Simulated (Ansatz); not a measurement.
**FH₃OSi···SiH₄: density, localisation and related maps**

```xyz
11

Si    0.2007   -0.2825   -0.4349
Si    0.0981   -0.1899    2.9928
H    -1.2998   -0.1141    2.4754
H     0.0966   -0.8627    4.3280
H     0.6457    1.1938    3.1292
H     0.4304    0.1309   -1.8443
H     0.1295    0.9002    0.4572
O    -1.1785   -1.1712   -0.2912
H    -1.1059   -2.1184   -0.1313
F     1.4510   -1.1991   -0.0031
H     0.9315   -0.9564    2.0503
```

Not at a stationary point (largest force 0.7 eV/Å).

All numbers below come from Ansatz 0.2.0, RKS PBE0-D4/def2-SVP.

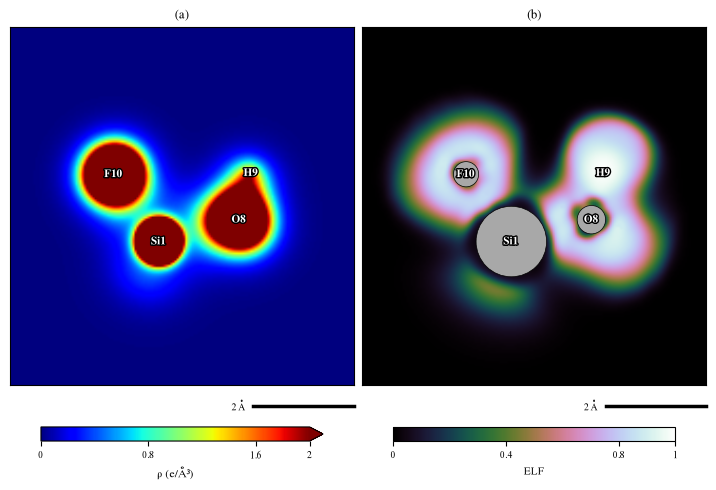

Figure 1. (a) total electron density; (b) electron localisation function on the plane of atoms O8, Si1 and F10. Grey discs cover the atomic cores in the ELF map.

**Describe what can be read from this map.**

- The plane passes through Si, O, H and F nuclei.
- Si–F (1.61 Å): ρ at the midpoint is about 1 e/Å³; the ELF peaks at about 0.85 in the valence shell of F, 0.6 Å from its nucleus, and is about 0.50 at the midpoint.
- Si–O (1.65 Å): ρ at the midpoint is about 1.1 e/Å³; the ELF peaks at about 0.90 between the atoms (a shared but strongly polarised pair).
- O–H (0.96 Å): ρ is about 3.7 e/Å³ halfway; the ELF climbs to about 1 towards the hydrogen, as it does in any bond to H: an ordinary covalent bond to hydrogen.
- The ELF also peaks beside O8 and F10, away from the bonds: lone-pair regions.

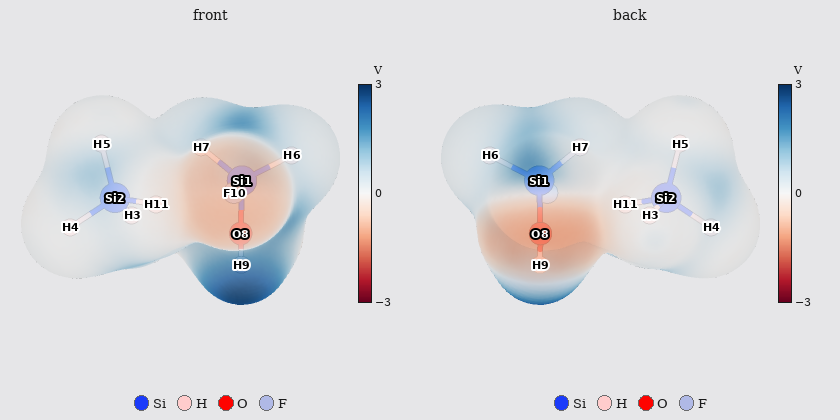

Figure 2. The electrostatic potential painted on the density surface at 0.002 e/bohr³, seen from the front and from behind; the colour scale runs from red (negative) to blue (positive).

**Describe the electrostatic potential map.**

The most negative region (about −1.2 V) lies over O8, the most positive (about +2.8 V) over H9. O8 is the likeliest acceptor of a hydrogen bond.

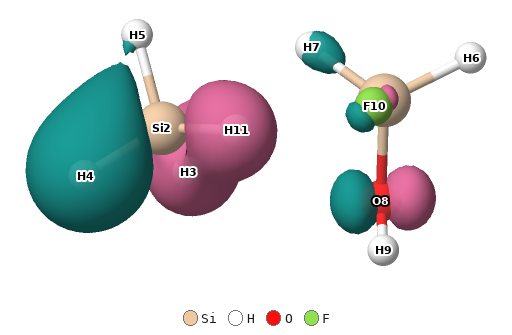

Figure 3. The HOMO−1 at ±0.15 Å⁻³ᐟ² (teal and pink are the two phases), seen across its widest extent.

**What is the character of this orbital?**

It lies mainly on Si2 (about 40 %), H4 (about 25 %), H3 (about 10 %), H11 (about 10 %) and O8 (about 5 %). Its energy is −9.52 eV.

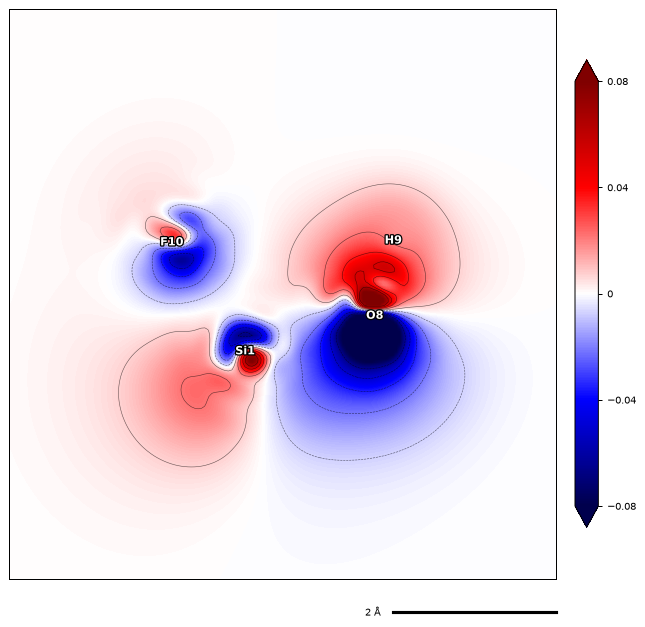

Figure 4. The HOMO on the plane of atoms O8, Si1 and F10 (values in Å⁻³ᐟ²; the overall sign is arbitrary).

**Describe this orbital and give its energy.**

Its weight (Hirshfeld) is mainly on O8 (about 35 %), Si1 (about 20 %), H6 (about 15 %) and H7 (about 15 %). Its energy is −8.84 eV.
